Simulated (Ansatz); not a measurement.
C₃H₉FTi: geometry relaxation (part 1 of 2)

The run: geometry relaxation of C₃H₉FTi, SMILES [CH3][Ti]([CH3])([CH3])[F]. Method and program: RKS PBE-D4/def2-SVP (Ansatz 0.2.0).

The geometry: force-field start. Figures and captions count atoms from 1; the log counts them from 0 in places.

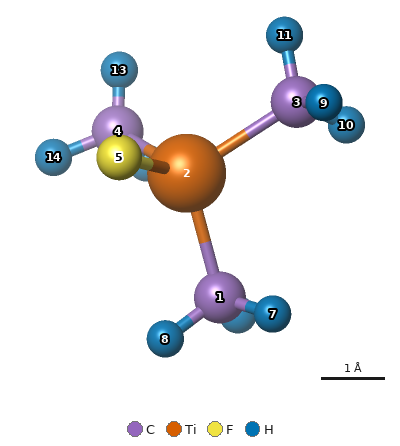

Figure 1. The starting structure (ball-and-stick view, seen at a tilt; atoms are numbered from 1 in the order of the input). Sticks mark near contacts. Bond lengths as drawn: C–H 0.99 to 1.16 Å, C–Ti 2.08 to 2.13 Å and F–Ti 1.93 Å.

Results in brief

| quantity | value |
| --- | --- |
| outcome | converged |
| total energy | −29071.2991 eV |
| mean-field energy | −29071.0345 eV |
| dispersion energy | −0.2646 eV |
| SCF solution under orbital rotations | stable |
| largest force (length of the vector) at the end | 0.013 eV/Å |
| dipole moment | 1.19 D |
| hardware | 8 threads of Arm Neoverse V1, 23 GiB of memory available, shared host |
| wall time | 33 s (CPU time 2.5 min) |
| peak memory | 0.23 GiB |

The input
```yaml
crystal:
  periodic: [false, false, false]
  atoms:
    - {symbol: C, position_ang: [-1.662200, 1.042600, 0.063100]}
    - {symbol: Ti, position_ang: [0.249300, 0.332700, -0.363000]}
    - {symbol: C, position_ang: [1.335000, 0.224700, 1.450800]}
    - {symbol: C, position_ang: [0.170500, -1.611900, -1.222100]}
    - {symbol: F, position_ang: [1.148900, 1.500700, -1.609800]}
    - {symbol: H, position_ang: [-2.341500, 0.284000, 0.451800]}
    - {symbol: H, position_ang: [-1.616100, 1.906200, 0.803100]}
    - {symbol: H, position_ang: [-2.122700, 1.494600, -0.891000]}
    - {symbol: H, position_ang: [1.765400, 1.245500, 1.761400]}
    - {symbol: H, position_ang: [0.706300, -0.131100, 2.302800]}
    - {symbol: H, position_ang: [2.201900, -0.484900, 1.359600]}
    - {symbol: H, position_ang: [-0.685700, -2.179900, -0.683200]}
    - {symbol: H, position_ang: [1.013200, -2.128700, -1.115500]}
    - {symbol: H, position_ang: [-0.175200, -1.523700, -2.279200]}
basis:
  gaussian: {orbitals: def2-SVP}
hamiltonian: {xc: pbe, dispersion: d4}
relax: {f_tol: 0.03, max_steps: 200}
```

Command:
```bash
ansatz run in.yaml --threads 8 --pin off --events-out ev --progress --plain --max-ram 18278MiB
```

The program's output
```
Functional definition: PBE
  name "PBE"
  cite "Perdew, Burke & Ernzerhof, Phys. Rev. Lett. 77, 3865 (1996) doi:10.1103/PhysRevLett.77.3865"
  parent pbe
  parameter kappa = 0.804
  parameter beta = 0.06672455060314922
  exchange = pbe_x(kappa = kappa, mu = beta*pi^2/3)
  correlation = pbe_c(beta = beta)
1524 factors; their error is unknown
mean field evaluation 1: about -29043.6610 eV, gradient 1.0e2 eV
mean field evaluation 2: about -28550.1325 eV, gradient 4.0e2 eV
mean field evaluation 4: about -28994.1854 eV, gradient 2.4e2 eV
mean field evaluation 8: about -29056.6013 eV, gradient 9.0e1 eV
mean field evaluation 16: about -29070.2398 eV, gradient 2.6e-5 eV
mean field -29070.23980404 eV, -1068.3116082823 hartree, gradient 2.6e-5 eV, S^2 0.000000; 0 other end points of the search recorded, 0 dependent functions left out
the calculation of the forces begins
reference -29070.23990670 eV, -1068.3116120550 hartree; 29, 29 occupied and 103, 103 virtual orbitals, 1524 factors
relax step   1: F+E_penalty+E_count = -29070.49287079 eV  Δ(F+E_penalty+E_count) = +0.000e0 eV  max|allowed force component| = 5.725e0 eV/Å  Δτ_max = 0.0000 Å  (57 SCF iters, accepted)
these checks for a lower state are left out or cut short: starts, cluster_reference, orbital_swaps, neighbouring_geometries, increment
1524 factors; their error is unknown
mean field -29070.94694165 eV, -1068.3375951102 hartree, gradient 1.1e-5 eV, S^2 0.000000; 0 other end points of the search recorded, 0 dependent functions left out
[... from here on the field's lines of each further geometry are left out, up to the last ...]
relax step   2: F+E_penalty+E_count = -29071.21126095 eV  Δ(F+E_penalty+E_count) = -7.184e-1 eV  max|allowed force component| = 1.477e0 eV/Å  Δτ_max = 0.1297 Å  (33 SCF iters, accepted)
relax step   3: F+E_penalty+E_count = -29071.28863691 eV  Δ(F+E_penalty+E_count) = -7.738e-2 eV  max|allowed force component| = 1.843e-1 eV/Å  Δτ_max = 0.0704 Å  (32 SCF iters, accepted)
relax step   4: F+E_penalty+E_count = -29071.29315430 eV  Δ(F+E_penalty+E_count) = -4.517e-3 eV  max|allowed force component| = 2.518e-2 eV/Å  Δτ_max = 0.0281 Å  (33 SCF iters, accepted)
relax step   5: F+E_penalty+E_count = -29071.29411099 eV  Δ(F+E_penalty+E_count) = -9.567e-4 eV  max|allowed force component| = 3.224e-2 eV/Å  Δτ_max = 0.0307 Å  (32 SCF iters, accepted)
relax step   6: F+E_penalty+E_count = -29071.29476220 eV  Δ(F+E_penalty+E_count) = -6.512e-4 eV  max|allowed force component| = 5.085e-2 eV/Å  Δτ_max = 0.0489 Å  (32 SCF iters, accepted)
relax step   7: F+E_penalty+E_count = -29071.29523874 eV  Δ(F+E_penalty+E_count) = -4.765e-4 eV  max|allowed force component| = 7.152e-2 eV/Å  Δτ_max = 0.0480 Å  (32 SCF iters, accepted)
relax step   8: F+E_penalty+E_count = -29071.29574605 eV  Δ(F+E_penalty+E_count) = -5.073e-4 eV  max|allowed force component| = 8.826e-2 eV/Å  Δτ_max = 0.0490 Å  (32 SCF iters, accepted)
relax step   9: F+E_penalty+E_count = -29071.29626209 eV  Δ(F+E_penalty+E_count) = -5.160e-4 eV  max|allowed force component| = 7.984e-2 eV/Å  Δτ_max = 0.0463 Å  (33 SCF iters, accepted)
relax step  10: F+E_penalty+E_count = -29071.29668478 eV  Δ(F+E_penalty+E_count) = -4.227e-4 eV  max|allowed force component| = 9.853e-2 eV/Å  Δτ_max = 0.0593 Å  (32 SCF iters, accepted)
relax step  11: F+E_penalty+E_count = -29071.29714104 eV  Δ(F+E_penalty+E_count) = -4.563e-4 eV  max|allowed force component| = 8.075e-2 eV/Å  Δτ_max = 0.0322 Å  (32 SCF iters, accepted)
relax step  12: F+E_penalty+E_count = -29071.29774958 eV  Δ(F+E_penalty+E_count) = -6.085e-4 eV  max|allowed force component| = 6.042e-2 eV/Å  Δτ_max = 0.0496 Å  (33 SCF iters, accepted)
relax step  13: F+E_penalty+E_count = -29071.29820460 eV  Δ(F+E_penalty+E_count) = -4.550e-4 eV  max|allowed force component| = 5.608e-2 eV/Å  Δτ_max = 0.0532 Å  (32 SCF iters, accepted)
relax step  14: F+E_penalty+E_count = -29071.29798709 eV  Δ(F+E_penalty+E_count) = +2.175e-4 eV  max|allowed force component| = 1.081e-1 eV/Å  Δτ_max = 0.0407 Å  (33 SCF iters, rejected (line search))
relax step  15: F+E_penalty+E_count = -29071.29852084 eV  Δ(F+E_penalty+E_count) = -3.162e-4 eV  max|allowed force component| = 3.911e-3 eV/Å  Δτ_max = 0.0198 Å  (33 SCF iters, accepted)
relax step  16: F+E_penalty+E_count = -29071.29880538 eV  Δ(F+E_penalty+E_count) = -2.845e-4 eV  max|allowed force component| = 2.391e-2 eV/Å  Δτ_max = 0.0482 Å  (32 SCF iters, accepted)
relax step  17: F+E_penalty+E_count = -29071.29876036 eV  Δ(F+E_penalty+E_count) = +4.502e-5 eV  max|allowed force component| = 7.481e-2 eV/Å  Δτ_max = 0.0566 Å  (32 SCF iters, rejected (line search))
the calculation of the forces begins
reference -29071.03449929 eV, -1068.3408127941 hartree; 29, 29 occupied and 103, 103 virtual orbitals, 1524 factors
relax step  18: F+E_penalty+E_count = -29071.29897607 eV  Δ(F+E_penalty+E_count) = -1.707e-4 eV  max|allowed force component| = 1.153e-2 eV/Å  Δτ_max = 0.0275 Å  (32 SCF iters, accepted)
```

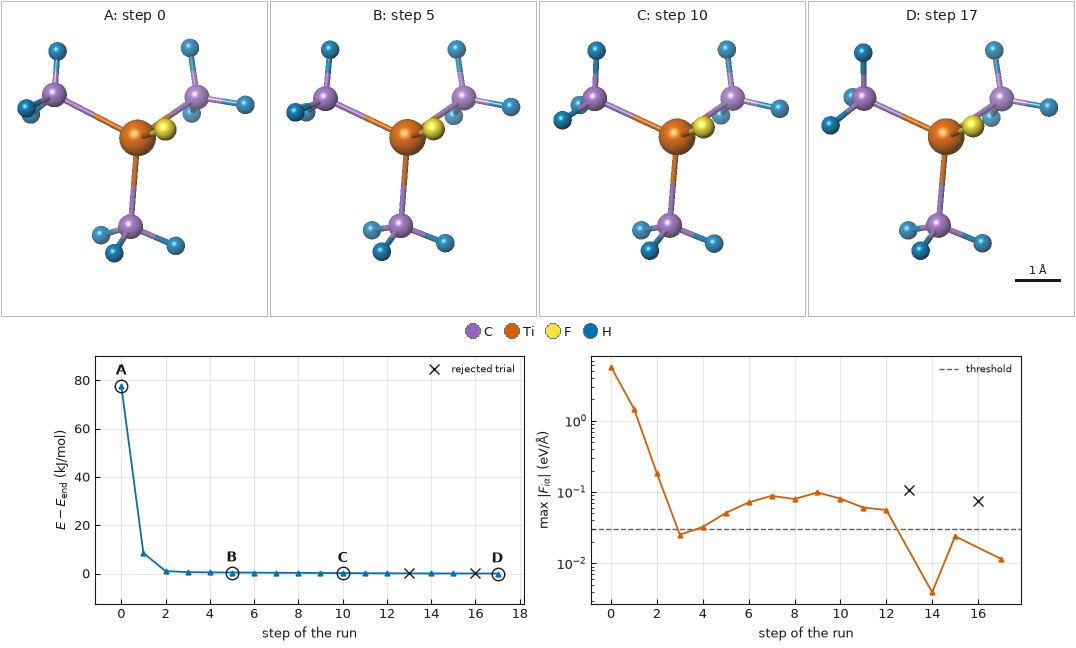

Figure 2. Frames of the relaxation (ball-and-stick view, seen at a tilt) above the curves, on which the letters mark them (the first geometry is step 0 here and step 1 in the log).

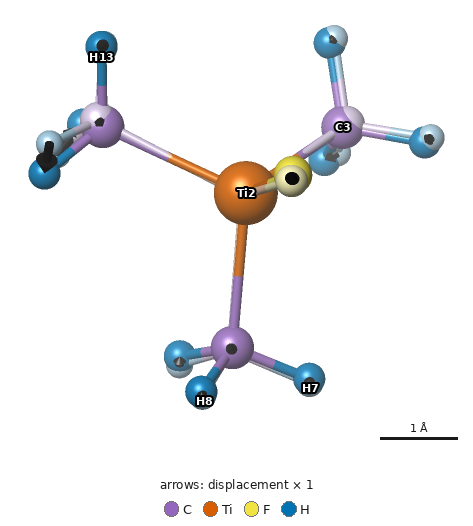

Figure 3. Start (faint) and end (solid) with the displacements as black arrows, at true length (ball-and-stick view, seen at a tilt). The two geometries are laid on each other by the best rigid fit. Over 17 geometry steps the energy falls by 77.8 kJ/mol. Largest force component: 5.7 eV/Å at the start, 0.012 eV/Å at the end. The line search rejected the trial steps at points 13, 16 (counted from 0) and went back. The largest move after the best rigid fit is that of H12, 0.55 Å. By element the largest moves are H 0.55 Å, F 0.18 Å, C 0.12 Å, Ti 0.05 Å. Among the contacts that change: Ti2–F5 1.931 → 1.752 Å, C4–H13 0.994 → 1.111 Å, Ti2–C4 2.127 → 2.065 Å, Ti2–C3 2.117 → 2.064 Å. Among the angles that change: Ti2–C1–H6 114.1° → 108.5°, H13–C4–H14 113.9° → 109.1°, H12–C4–H14 104.5° → 109.0°. (Atoms are counted from 1 in the order of the input.)

```
1524 factors; their error is unknown
mean field -29071.03440336 eV, -1068.3408092685 hartree, gradient 2.0e-5 eV, S^2 0.000000; 1 other end points of the search recorded, 0 dependent functions left out
the calculation of the forces begins
reference -29071.03449929 eV, -1068.3408127941 hartree; 29, 29 occupied and 103, 103 virtual orbitals, 1524 factors
Total energy: -29071.29907201 eV, -1068.3505356620 hartree
Atom 0 at    -1.599718     1.090290    -0.028421 Å, force    -0.000709     0.000222     0.000428 eV/Å
Atom 1 at     0.299532     0.355516    -0.368090 Å, force    -0.001855     0.001051     0.001014 eV/Å
Atom 2 at     1.267976     0.202658     1.448613 Å, force     0.000430    -0.000027     0.001385 eV/Å
Atom 3 at     0.121384    -1.543389    -1.158942 Å, force    -0.001430    -0.007518    -0.002814 eV/Å
Atom 4 at     1.185972     1.400789    -1.460015 Å, force     0.000323    -0.000112    -0.000330 eV/Å
Atom 5 at    -2.229316     0.266805     0.376113 Å, force     0.000925     0.001220    -0.001066 eV/Å
Atom 6 at    -1.548247     1.908219     0.723791 Å, force     0.000092    -0.001352    -0.000953 eV/Å
Atom 7 at    -2.062341     1.482224    -0.958959 Å, force     0.000687    -0.000182     0.000524 eV/Å
Atom 8 at     1.655277     1.184727     1.793863 Å, force    -0.000643    -0.001618    -0.000647 eV/Å
Atom 9 at     0.547235    -0.192237     2.198858 Å, force     0.000942     0.000902    -0.001318 eV/Å
Atom 10 at     2.117162    -0.509468     1.353724 Å, force    -0.000703    -0.000103     0.000715 eV/Å
Atom 11 at    -0.244922    -2.224313    -0.358252 Å, force     0.006184     0.006165    -0.009795 eV/Å
Atom 12 at     1.094336    -1.918706    -1.542656 Å, force    -0.011526     0.003210     0.003334 eV/Å
Atom 13 at    -0.617231    -1.532314    -1.990826 Å, force     0.007281    -0.001859     0.009523 eV/Å
Dipole moment:    -0.124637    -0.146787     0.154347 e Å
```

Trajectory as extended XYZ (Å, eV, eV/Å), 18 frames, from step=1 to step=18
```
14
Properties=species:S:1:pos:R:3:forces:R:3 step=1 energy=-29070.49287
C    -1.6622    1.0426    0.0631    0.1656   1.5049  -0.7669
Ti    0.2493    0.3327   -0.3630    1.6517   1.4038  -1.7605
C     1.3350    0.2247    1.4508    0.3543   0.6622   0.0771
C     0.1705   -1.6119   -1.2221   -5.7251   2.6580   0.3701
F     1.1489    1.5007   -1.6098   -1.5428  -1.9296   2.1295
H    -2.3415    0.2840    0.4518   -0.3860  -0.5660   0.2513
H    -1.6161    1.9062    0.8031    0.1239  -0.6245  -0.3771
H    -2.1227    1.4946   -0.8910    0.4860  -0.5358   0.7816
H     1.7654    1.2455    1.7614   -0.4447  -0.8817  -0.4454
H     0.7063   -0.1311    2.3028   -0.0841   0.0152  -0.1960
H     2.2019   -0.4849    1.3596   -0.2706   0.1952  -0.1250
H    -0.6857   -2.1799   -0.6832    0.9263   0.6559  -0.3986
H     1.0132   -2.1287   -1.1155    4.4340  -2.6081   0.3872
H    -0.1752   -1.5237   -2.2792    0.3115   0.0506   0.0726
14
Properties=species:S:1:pos:R:3:forces:R:3 step=2 energy=-29071.21126
C    -1.6219    1.0187    0.0438   -0.1305   0.5595  -0.2319
Ti    0.2761    0.3526   -0.3722    0.6306   0.7015  -0.8253
C     1.3070    0.2110    1.4000    0.2367   0.2337   0.2241
C     0.1323   -1.5477   -1.1561   -1.4767   0.4783   0.1713
F     1.1055    1.4720   -1.5270   -0.5914  -0.8065   0.8373
H    -2.2832    0.2239    0.4365   -0.0601  -0.1200   0.0608
H    -1.5485    1.8483    0.7947   -0.0216  -0.2069  -0.1500
H    -2.0662    1.4422   -0.8986    0.1237  -0.1568   0.3179
H     1.7160    1.2185    1.6821   -0.1178  -0.3215  -0.0741
H     0.6369   -0.1501    2.2160    0.0465   0.0289  -0.1148
H     2.1587   -0.5019    1.2838   -0.1103   0.0930   0.0131
H    -0.6979   -2.0777   -0.6043    0.3803   0.2195  -0.1967
H     1.0499   -2.1028   -1.0507    0.9437  -0.5879  -0.0280
H    -0.1776   -1.4363   -2.2192    0.1468  -0.1148  -0.0039
14
Properties=species:S:1:pos:R:3:forces:R:3 step=3 energy=-29071.28864
C    -1.6235    1.0440    0.0370   -0.0347   0.0847  -0.0353
Ti    0.2760    0.3532   -0.3708   -0.1051  -0.1797   0.1472
C     1.3112    0.2224    1.4027    0.0663   0.0266   0.0623
C     0.1221   -1.5401   -1.1667   -0.1843   0.0615  -0.0636
F     1.0933    1.4172   -1.4845    0.1260   0.1823  -0.1718
H    -2.2638    0.2332    0.4460    0.0103  -0.0107   0.0047
H    -1.5508    1.8648    0.7843   -0.0084  -0.0028   0.0187
H    -2.0867    1.4490   -0.8885   -0.0259  -0.0095   0.0033
H     1.7153    1.2125    1.7030   -0.0018   0.0048   0.0183
H     0.6236   -0.1489    2.1945   -0.0048  -0.0065  -0.0063
H     2.1568   -0.4906    1.2901   -0.0003  -0.0139   0.0048
H    -0.6662   -2.0763   -0.5944    0.0030  -0.0353   0.0233
H     1.0742   -2.0991   -1.0931    0.1133  -0.0640  -0.0192
H    -0.1944   -1.4705   -2.2307    0.0464  -0.0376   0.0137
14
Properties=species:S:1:pos:R:3:forces:R:3 step=4 energy=-29071.29315
C    -1.6242    1.0575    0.0320    0.0070   0.0252  -0.0169
Ti    0.2753    0.3504   -0.3706   -0.0083   0.0079   0.0049
C     1.3141    0.2228    1.4080    0.0145   0.0088   0.0036
C     0.1170   -1.5458   -1.1720   -0.0233  -0.0009  -0.0073
F     1.0946    1.4264   -1.4836    0.0116   0.0041  -0.0122
H    -2.2541    0.2427    0.4503    0.0015  -0.0097   0.0058
H    -1.5518    1.8795    0.7781    0.0010  -0.0023   0.0097
H    -2.1013    1.4540   -0.8899   -0.0009  -0.0112   0.0020
H     1.7126    1.2112    1.7211   -0.0070   0.0016   0.0017
H     0.6209   -0.1575    2.1906   -0.0068  -0.0077   0.0047
H     2.1612   -0.4888    1.2968   -0.0015  -0.0075   0.0009
H    -0.6510   -2.0984   -0.5861    0.0126  -0.0148   0.0059
H     1.0838   -2.0919   -1.1129   -0.0169   0.0175  -0.0077
H    -0.2098   -1.4915   -2.2330    0.0167  -0.0108   0.0049
```
